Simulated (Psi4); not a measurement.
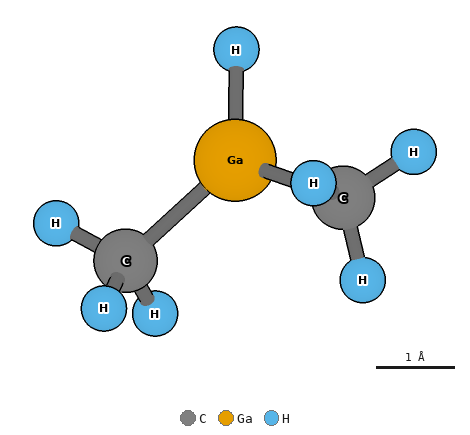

**Figure 1.** The structure (ball-and-stick view, seen at a tilt). Sticks mark near contacts. Bond lengths as drawn: C–Ga 1.97 Å, C–H 1.09 to 1.10 Å and Ga–H 1.58 Å.

## Single-point calculation, with input and output: C2H7Ga

- system: C2H7Ga, SMILES [CH3][GaH][CH3]
- method: M06-2X/def2-SVP, RKS (Psi4 1.11)

The geometry comes from this level: PBE0-D4/def2-TZVP.

The program's output
```
:01:00:39,66 INFO     [psi4.driver.driver:534] Return energy(): -2004.9070866145921

    h
    h
    h

    -----------------------------------------------------------------------

    Memory:     1.5 GiB
    Threads:    1
                ecpint, einsums, f̶o̶r̶t̶e̶, gauxc, gcp, g̶d̶m̶a̶, geometric, g̶p̶u̶_̶d̶f̶c̶c̶,
                i̶n̶t̶e̶g̶r̶a̶t̶o̶r̶x̶x̶, i̶p̶i̶, libefp, m̶d̶i̶, m̶p̶2̶d̶, m̶r̶c̶c̶, ooo,
                o̶p̶e̶n̶f̶e̶r̶m̶i̶o̶n̶p̶s̶i̶4̶, pcmsolver, p̶s̶i̶4̶f̶o̶c̶k̶c̶i̶, p̶s̶i̶x̶a̶s̶,
                p̶y̶e̶i̶n̶s̶u̶m̶s̶, r̶e̶s̶p̶, s̶i̶m̶i̶n̶t̶, s̶n̶s̶m̶p̶2̶,
                v̶2̶r̶d̶m̶_̶c̶a̶s̶s̶c̶f̶

   => Loading Basis Set <=

    Name: DEF2-SVP
    Role: ORBITAL
    Keyword: BASIS

         ---------------------------------------------------------
                                   SCF
                              RKS Reference
                        1 Threads,   1525 MiB Core
         ---------------------------------------------------------

  ==> Geometry <==

    Molecular point group: c1
    Full point group: C1

    Geometry (in Angstrom), charge = 0, multiplicity = 1:

       Center              X                  Y                   Z               Mass
    ------------   -----------------  -----------------  -----------------  -----------------
         C            0.000015269626     0.253036113458    -1.825651188217    12.000000000000
         GA           0.000015269626     0.253036113458     0.145705811783    68.925573500000
         C            0.000015269626    -1.452061201486     1.135081356797    12.000000000000
         H            1.029442262700     0.136240009722    -2.181745005184     1.007825032230
         H           -0.388298734046     1.183106176229    -2.242865765682     1.007825032230
         H           -0.573856633440    -0.585968443009    -2.225792319977     1.007825032230
         H           -0.000509227901     1.621006014228     0.934099329465     1.007825032230
         H           -1.030793247841    -1.812393678474     1.223113240798     1.007825032230
         H            0.398285100135    -1.347692867113     2.145341415021     1.007825032230
         H            0.564322558682    -2.222956038576     0.605464657663     1.007825032230

  Running in c1 symmetry.

  Rotational constants: A =      0.54047  B =      0.16990  C =      0.13573 [cm^-1]
  Rotational constants: A =  16202.87790  B =   5093.55162  C =   4068.95242 [MHz]
  Nuclear repulsion =  182.323148178325482

  Charge       = 0
  Multiplicity = 1
  Electrons    = 50
  Nalpha       = 25
  Nbeta        = 25

  ==> Algorithm <==

  SCF Algorithm Type is DF.
  DIIS enabled.
  MOM disabled.
  Fractional occupation disabled.
  Guess Type is SAD.
  Energy threshold   = 1.00e-06
  Density threshold  = 1.00e-06
  Integral threshold = 1.00e-12

  ==> Primary Basis <==

  Basis Set: DEF2-SVP
    Blend: DEF2-SVP
    Number of shells: 45
    Number of basis functions: 95
    Number of Cartesian functions: 100
    Spherical Harmonics?: true
    Max angular momentum: 2

  ==> DFT Potential <==

   => LibXC <=

    Version 7.1.2

   => Composite Functional: M06-2X <=

    Deriv               =              1
    GGA                 =           TRUE
    Meta                =           TRUE

    Exchange Hybrid     =           TRUE
    MP2 Hybrid          =          FALSE

   => Exchange Functionals <=

    1.0000   XC_HYB_MGGA_X_M06_2X

   => Exact (HF) Exchange <=

    0.5400               HF

   => Correlation Functionals <=

    1.0000   XC_MGGA_C_M06_2X

   => LibXC Density Thresholds  <==

    XC_MGGA_C_M06_2X:  1.00E-12
    XC_HYB_MGGA_X_M06_2X:  1.00E-15

   => Molecular Quadrature <=

    Radial Scheme          =       TREUTLER
    Pruning Scheme         =           NONE
    Nuclear Scheme         =       TREUTLER

    Blocking Scheme        =         OCTREE
    BS radius alpha        =              1
    Pruning alpha          =              1
    Radial Points          =             75
    Spherical Points       =            302
    Total Points           =         216655
    Total Blocks           =           1697
    Max Points             =            255
    Max Functions          =             95
    Weights Tolerance      =       1.00E-15

   => Loading Basis Set <=

    Name: (DEF2-SVP AUX)
    Role: JKFIT
    Keyword: DF_BASIS_SCF

  ==> Integral Setup <==

  DFHelper Memory: AOs need 0.041 GiB; user supplied 0.041 GiB.
  SCF_SUBTYPE=INCORE selected. In-core MEM_DF algorithm will be used.
  Using in-core AOs.

  ==> MemDFJK: Density-Fitted J/K Matrices <==

    J tasked:                   Yes
    K tasked:                   Yes
    wK tasked:                   No
    Memory [MiB]:                41
    Algorithm:                 Core
    Schwarz Cutoff:           1E-12
    Mask sparsity (%):       0.8643
    Fitting Condition:        1E-10

   => Auxiliary Basis Set <=

  Basis Set: (DEF2-SVP AUX)
    Blend: DEF2-UNIVERSAL-JKFIT
    Number of shells: 152
    Number of basis functions: 542
    Number of Cartesian functions: 689
    Spherical Harmonics?: true
    Max angular momentum: 5

  Cached 50.0% of DFT collocation blocks in 0.540 [GiB].

  Minimum eigenvalue in the overlap matrix is 1.3976979551E-02.
  Reciprocal condition number of the overlap matrix is 2.5706102961E-03.
    Using symmetric orthogonalization.

  ==> Pre-Iterations <==

  SCF Guess: Superposition of Atomic Densities via on-the-fly atomic UHF (no occupation information).

   -------------------------
    Irrep   Nso     Nmo
   -------------------------
     A         95      95
   -------------------------
    Total      95      95
   -------------------------

  ==> Iterations <==

                           Total Energy        Delta E     RMS |[F,P]|

   @DF-RKS iter SAD: -2000.80824416103951   -2.00081e+03   0.00000e+00
   @DF-RKS iter   1: -2003.22197709189754   -2.41373e+00   2.57475e-02 DIIS/ADIIS
   @DF-RKS iter   2: -1989.73750229995107    1.34845e+01   8.40163e-02 DIIS/ADIIS
   @DF-RKS iter   3: -2004.51341795101189   -1.47759e+01   1.49830e-02 DIIS/ADIIS
   @DF-RKS iter   4: -2004.90382929237239   -3.90411e-01   7.46721e-04 DIIS/ADIIS
   @DF-RKS iter   5: -2004.90611170609805   -2.28241e-03   4.36800e-04 DIIS/ADIIS
   @DF-RKS iter   6: -2004.90705003677976   -9.38331e-04   8.43064e-05 DIIS
   @DF-RKS iter   7: -2004.90708525313676   -3.52164e-05   2.21166e-05 DIIS
   @DF-RKS iter   8: -2004.90708656970332   -1.31657e-06   3.47234e-06 DIIS
   @DF-RKS iter   9: -2004.90708661459212   -4.48888e-08   3.91285e-07 DIIS
  Energy and wave function converged.

  ==> Post-Iterations <==

   Electrons on quadrature grid:
      Ntotal   =   49.9999889351 ; deviation = -1.106e-05

    Orbital Energies [Eh]
    ---------------------

    Doubly Occupied:

       1A   -374.678141     2A    -46.588901     3A    -41.359505
       4A    -41.355594     5A    -41.355321     6A    -10.523046
       7A    -10.523017     8A     -5.738689     9A     -4.019204
      10A     -4.008313    11A     -4.007476    12A     -0.983177
      13A     -0.978193    14A     -0.978101    15A     -0.972357
      16A     -0.971957    17A     -0.758529    18A     -0.745315
      19A     -0.467705    20A     -0.457983    21A     -0.454483
      22A     -0.447739    23A     -0.445608    24A     -0.328564
      25A     -0.322058

    Virtual:

      26A     -0.014296    27A      0.063549    28A      0.096893
      29A      0.142002    30A      0.163312    31A      0.169314
      32A      0.181384    33A      0.184624    34A      0.185521
      35A      0.196428    36A      0.224775    37A      0.348018
      38A      0.355071    39A      0.387096    40A      0.399246
      41A      0.411050    42A      0.502630    43A      0.510366
      44A      0.537119    45A      0.575889    46A      0.580804
      47A      0.613893    48A      0.630633    49A      0.673566
      50A      0.733603    51A      0.738709    52A      0.745528
      53A      0.747602    54A      0.754287    55A      0.754875
      56A      0.839037    57A      0.919920    58A      0.926093
      59A      0.927240    60A      1.257949    61A      1.313078
      62A      1.339040    63A      1.422561    64A      1.594891
      65A      1.595636    66A      1.620317    67A      1.674497
      68A      1.762681    69A      1.796398    70A      1.805645
      71A      1.807997    72A      1.827320    73A      1.872217
      74A      1.890128    75A      1.965950    76A      1.990991
      77A      2.000267    78A      2.049245    79A      2.174863
      80A      2.183955    81A      2.212681    82A      2.246820
      83A      2.351043    84A      2.413901    85A      2.440262
      86A      2.464117    87A      2.475662    88A      2.481915
      89A      2.551690    90A      2.725260    91A      2.728509
      92A      2.944355    93A      2.950672    94A      2.953535
      95A      2.959698

    Final Occupation by Irrep:
              A
    DOCC [    25 ]
    NA   [    25 ]
    NB   [    25 ]

  @DF-RKS Final Energy: -2004.90708661459212

   => Energetics <=

    Nuclear Repulsion Energy =            182.3231481783254821
    One-Electron Energy =               -3154.3172148055582511
    Two-Electron Energy =                1008.9800967752929637
    DFT Exchange-Correlation Energy =     -41.8931167626523973
    Empirical Dispersion Energy =           0.0000000000000000
    VV10 Nonlocal Energy =                  0.0000000000000000
    Total Energy =                      -2004.9070866145921173

Computation Completed

Properties will be evaluated at   0.000000,   0.000000,   0.000000 [a0]

Properties computed using the SCF density matrix

 Multipole Moments:

 ------------------------------------------------------------------------------------
     Multipole            Electronic (a.u.)      Nuclear  (a.u.)        Total (a.u.)
 ------------------------------------------------------------------------------------

 L = 1.  Multiply by 2.5417464519 to convert [e a0] to [Debye]
 Dipole X            :          0.0014266           -0.0014198            0.0000068
 Dipole Y            :          4.2737233           -4.4950723           -0.2213490
 Dipole Z            :          2.4593476           -2.5868901           -0.1275425
 Magnitude           :                                                    0.2554652

 ------------------------------------------------------------------------------------

	total time  =         13 seconds =       0.22 minutes
```

Standard output
```
E = -2004.907086615
```

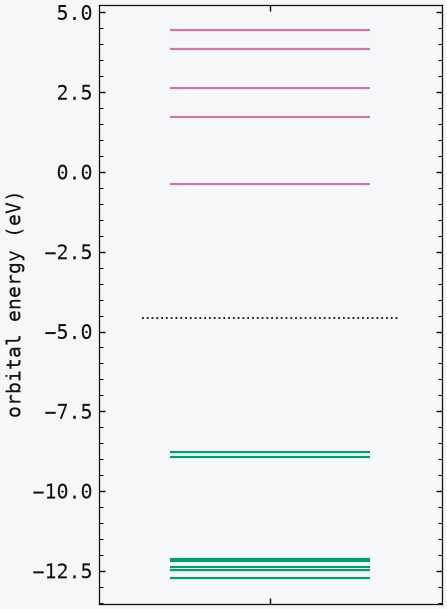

**Figure 2.** Orbital energies near the frontier; the dotted line parts filled from empty levels, and levels within 0.02 eV of each other stand side by side. Highest filled −8.76 eV, lowest empty −0.39 eV, 8.37 eV apart.

The run was set up as follows.

Input file (calc.py)
```python
import psi4

psi4.set_memory('1600 MB')
psi4.set_num_threads(1)
psi4.set_output_file('run.log', False)

mol = psi4.geometry("""
0 1
C
Ga 1 1.971357
C 2 1.97135 1 120.12427
H 1 1.09552 2 108.96833 3 -83.52705
H 1 1.090819 4 107.52284 2 122.18416
H 1 1.092415 5 109.13176 4 -115.74743
H 2 1.578894 3 119.91986 1 179.97804
H 3 1.095516 2 108.95474 7 95.77775
H 3 1.090934 8 107.49135 2 122.12245
H 3 1.092344 9 109.14191 8 -115.75243
symmetry c1
""")

psi4.set_options({
    'basis': 'def2-SVP',
})

E, wfn = psi4.energy('m06-2x', molecule=mol, return_wfn=True)
print('E =', round(E, 9))
```

Command:
```bash
python calc.py
```

Key numbers

```json
{"quantity": "outcome", "value": "converged"}
{"quantity": "total energy", "value": "−2004.907087 hartree"}
{"quantity": "basis functions", "value": "95"}
{"quantity": "HOMO", "value": "−8.76 eV"}
{"quantity": "LUMO", "value": "−0.39 eV"}
{"quantity": "dipole moment", "value": "0.65 D"}
{"quantity": "hardware", "value": "1 thread of Intel Xeon (Sapphire Rapids), 32 GiB of memory available, shared host"}
{"quantity": "wall time", "value": "14 s"}
{"quantity": "peak memory", "value": "0.82 GiB"}
```
